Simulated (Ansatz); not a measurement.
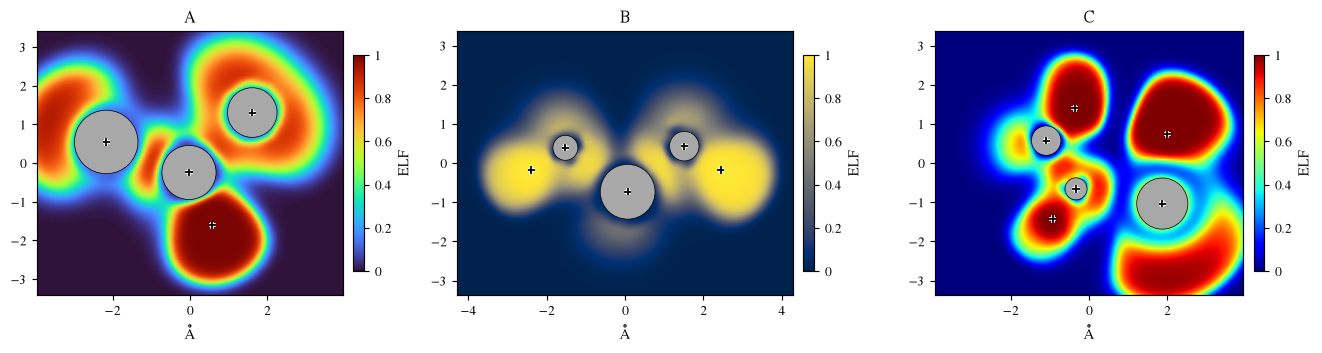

The ELF of 3 systems, each on a plane through atoms (crosses mark nuclei in the plane; grey discs cover the cores).

The calculation used Ansatz 0.2.0, isolated molecule in a Gaussian basis; Kohn-Sham density functional theory, functional PBE0.

System 1: CH5OSn (SMILES C[OH+][SnH]) (charge +1), the plane of atoms C1, O2 and H7. Geometry: PBE0-D3(BJ)/def2-SVP; core potentials replace the inner electrons of Sn.

```xyz
8

C    -0.5414   -0.9706    0.0836
O    -0.2342    0.1568    0.9406
Sn    1.5993    1.4236    1.1167
H     0.3427   -1.1461   -0.5392
H    -1.4040   -0.7241   -0.5495
H    -0.7469   -1.8544    0.7019
H    -0.9858    0.3583    1.5194
H     2.2345    0.3790   -0.1629
```

System 2: CH8NSi (SMILES C[SiH2][NH3+]) (charge +1), the plane of atoms C1, Si3 and N2. Geometry: PBE-D3(BJ)/def2-SVP.

```xyz
11

C    -2.6601    0.0905   -0.0891
N     0.1336    0.1160    1.0936
Si   -0.8746   -0.1017   -0.5535
H    -2.8816    1.0960    0.3220
H    -3.2688   -0.0287   -1.0111
H    -2.9943   -0.6871    0.6270
H    -0.2717    0.9896   -1.3731
H    -0.4269   -1.4678   -0.9531
H    -0.0163    1.0435    1.5313
H     1.1545    0.0271    0.9362
H    -0.1160   -0.5918    1.8085
```

System 3: BrGeHSi (SMILES [Ge]=[SiH]Br), the molecular plane. Geometry: B3LYP-D3(BJ)/def2-SVP.

| atom | x (Å) | y (Å) | z (Å) |
| --- | --- | --- | --- |
| Br | 1.1115 | -0.9100 | 1.9361 |
| Ge | 0.9526 | 1.0229 | -1.3886 |
| Si | -0.1537 | 0.1402 | 0.3988 |
| H | -1.5887 | 0.0920 | 0.8081 |

Match each panel to its system.

Answer. Panel A is system 3, BrGeHSi: the plane holds Br, Ge, Si and H. Si–Br (2.25 Å): the ELF peaks at about 0.85 between the atoms; a polar covalent bond. Panel B is system 2, CH8NSi: the plane holds C, N, Si and H. C–Si (1.85 Å): the ELF peaks at about 0.95 between the atoms (a shared electron pair). Panel C is system 1, CH5OSn: the plane holds C, O, Sn and H. C–O (1.45 Å): the ELF peaks at about 0.85 between the atoms: a shared but strongly polarised pair.
